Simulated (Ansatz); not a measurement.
# AsP: the cost of one run

Method: def2-QZVPP, all electrons in the functionals, frozen cores in the correlation of double hybrids and RPA; program: Ansatz 0.2.0, Gaussian basis.

Plan: PBE, BLYP, r2SCAN, B97M-V, PBE0, B3LYP, wB97M-V, B2PLYP, at charge 0, singlet; charge 0, triplet; charge 1, doublet.

6 further runs of the same task are left out: 1 that didn't finish, 5 set aside as unsound or not needed.

**1. The geometry**

The geometry is a PBE0/def2-TZVP stationary point (not a proven minimum). No spin-orbit coupling is included. The filled d shell of As may be among the frozen orbitals whatever the setting's name suggests; the logs give the count.

2 atoms, charge 0, spin multiplicity 1.

Atoms are counted from 1 here; the program's logs count them from 0.

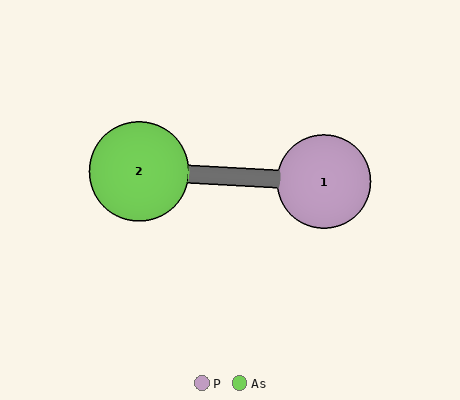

The geometry (phosphorus pink, arsenic green); atoms are numbered from 1 in the order of the file.

No dispersion term is added; B97M-V, wB97M-V hold VV10 nonlocal correlation. B3LYP takes the VWN-RPA correlation.

The geometry shown and the zero of energy belong to the point charge 0, singlet. The yardstick, RCCSD(T), and other wave-function levels (R restricted, U unrestricted, valence and pair active spaces) come from earlier runs.

**2. PBE, charge 0, singlet**

Contents of in.yaml:

```yaml
crystal:
  periodic: [false, false, false]
  atoms:
    - {symbol: P, position_ang: [0.000000, 0.000000, 0.000000]}
    - {symbol: As, position_ang: [0.000000, 0.000000, 1.987800]}
basis:
  gaussian: {orbitals: "def2-QZVPP.json"}
magnetization: {spin_polarized: true, initial_magnetization: 0}
hamiltonian: {xc: {name: PBE}}
output: {orbitals: {seedname: orbitals}}
```

On the command line:

```
$ ansatz run in.yaml --threads 1 --pin off --events-out ev --progress --plain --max-ram 2393MiB
```

**Question.** How long does this run take on 1 thread of INTEL XEON PLATINUM 8581C at 2.10GHz, shared host?

About 2.7 s.
